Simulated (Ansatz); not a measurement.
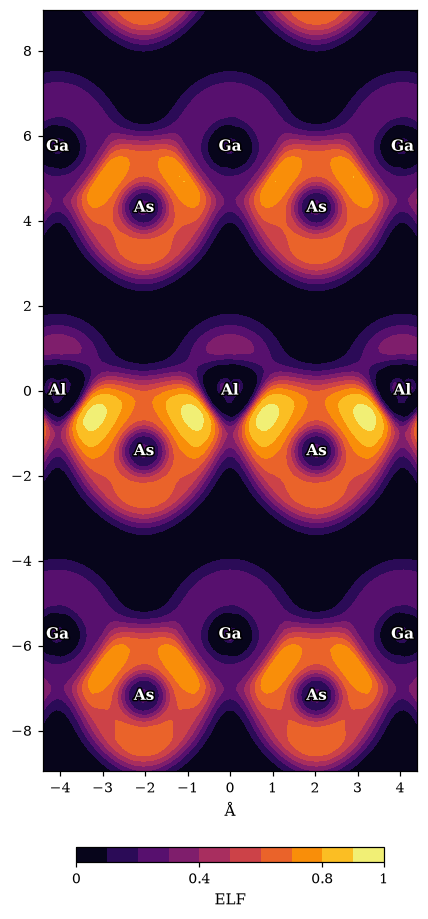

AlGa2As3. Electron localisation function on the (010) plane of the conventional cell.

Space group I-4m2; a structure generated by program, which may or may not match a known phase; computed pressure about −2 GPa in this cell.

Method: DFT r2SCAN, scalar-relativistic, plane waves, PAW (Ansatz).

Core electrons are frozen (PAW), and the valence fields are smoothed inside the atomic spheres.

Interpret the plot.

- The plane passes through Al, Ga and As nuclei.
- Al–As (2.48 Å): the ELF peaks at about 0.95 between the atoms; a covalent bond.
- Ga–As (2.49 Å): the ELF peaks at about 0.80 between the atoms (a shared electron pair).

What Bader charges does the calculation give?

Electrons move from Al and Ga towards As. Bader charges: Al +2.05, Ga +0.76 and As −1.41 to −0.75 e.
